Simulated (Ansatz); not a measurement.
Starting cell, Te (trigonal-Te type, space group P3_121):

```xyz
3
Lattice="4.5209 0.0000 0.0000 -2.2604 3.9152 0.0000 0.0000 0.0000 5.9543" Properties=species:S:1:pos:R:3 pbc="T T T"
Te     1.2121     0.0000     1.9848
Te    -0.6061     1.0497     3.9695
Te     1.6544     2.8655     0.0000
```

In this cell atom 1 (Te, nearest neighbour Te at 2.889 Å; its periodic images, 4.5 Å or more away, move with it) is moved by s along Cartesian [110], unit vector (0.707, 0.707, 0.000); all other atoms and the cell stay fixed.

These are PBE (plane waves to 420 eV, PAW, scalar-relativistic; Ansatz, a quantum-chemistry and plane-wave program) values and carry that method's errors. k mesh 7×7×5 (Γ-centred), Fermi-Dirac smearing 0.05 eV. Energies are smeared free energies. As the smearing reaches across the gap at some points, energies and forces of such displacements shift with the k mesh and the smearing. Spin-orbit coupling is left out, though Te is heavy. Te was relaxed with its symmetry unable to fall. The zero of ΔE is the undisplaced structure.

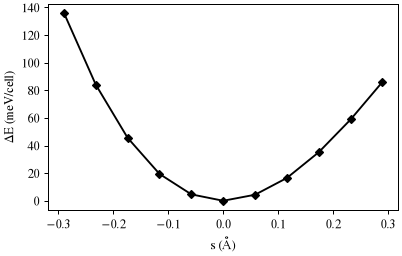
*ΔE (meV/cell) against s (Å); one marker a computed point.*

### Question
Is the energy the same for displacements of ±0.290 Å, and if not, which side lies higher?

### Answer
Not even: the negative side lies higher at ±0.290 Å.

### Question
What is the energy change at s = 0.290 Å?

### Answer
About 86 meV/cell.

(A displaced cell: forces are minus the slopes of the energy, force constants its curvatures, and phonons follow from these.)
